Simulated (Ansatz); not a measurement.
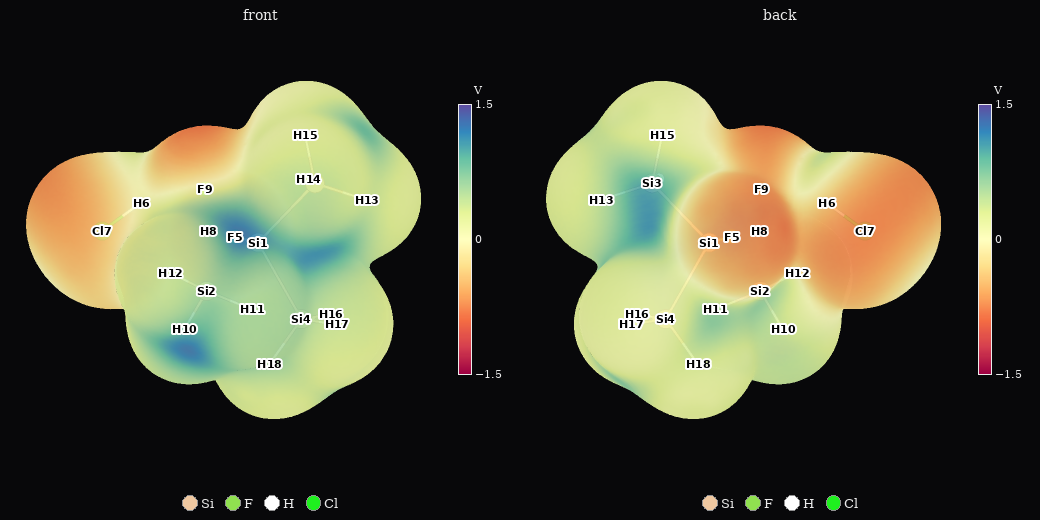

*ClF₂H₁₁Si₄. The molecular electrostatic potential painted on the density surface at 0.001 e/bohr³, seen from the front and from behind; red is negative and blue positive.*

A transition-state structure; geometry: PBE0-D4/def2-TZVP.

All numbers below come from Ansatz 0.2.0, RKS PBE0-D4/def2-TZVPP.

Input

```
crystal:
  periodic: [false, false, false]
  atoms:
    - {symbol: Si, position_ang: [-0.055706, 0.102602, -0.658998]}
    - {symbol: Si, position_ang: [-0.198247, 0.308454, 1.921706]}
    - {symbol: Si, position_ang: [1.588025, -1.316501, -1.541176]}
    - {symbol: Si, position_ang: [-2.051966, -1.165819, -0.418243]}
    - {symbol: F, position_ang: [-0.591599, 1.326264, -1.539322]}
    - {symbol: H, position_ang: [1.071067, 3.113893, 0.228037]}
    - {symbol: Cl, position_ang: [0.434289, 3.953925, 0.976796]}
    - {symbol: H, position_ang: [0.878813, 0.851945, 0.641629]}
    - {symbol: F, position_ang: [1.580147, 1.356092, -0.275120]}
    - {symbol: H, position_ang: [-1.470941, 1.051533, 2.031672]}
    - {symbol: H, position_ang: [-0.388607, -1.153857, 2.096458]}
    - {symbol: H, position_ang: [0.803634, 0.807680, 2.901008]}
    - {symbol: H, position_ang: [0.945706, -2.487794, -2.194413]}
    - {symbol: H, position_ang: [2.430493, -1.795741, -0.414561]}
    - {symbol: H, position_ang: [2.410811, -0.568806, -2.522003]}
    - {symbol: H, position_ang: [-2.626715, -1.274415, -1.787836]}
    - {symbol: H, position_ang: [-1.690742, -2.528492, 0.058978]}
    - {symbol: H, position_ang: [-3.068260, -0.580864, 0.495290]}
basis:
  gaussian: {orbitals: def2-TZVPP}
hamiltonian: {xc: pbe0, dispersion: d4}
output: {orbitals: {seedname: orbitals}}
```

Launched as:

```sh
ansatz run in.yaml --threads 4 --pin off --events-out ev --progress --plain --max-ram 66560MiB --backend cuda --devices 0, --max-vram 37GiB
```

### Describe the electrostatic potential map.

The most negative region (about −0.8 V) lies over F5, Cl7 and F9, the most positive (about +1.2 V) over Si2.
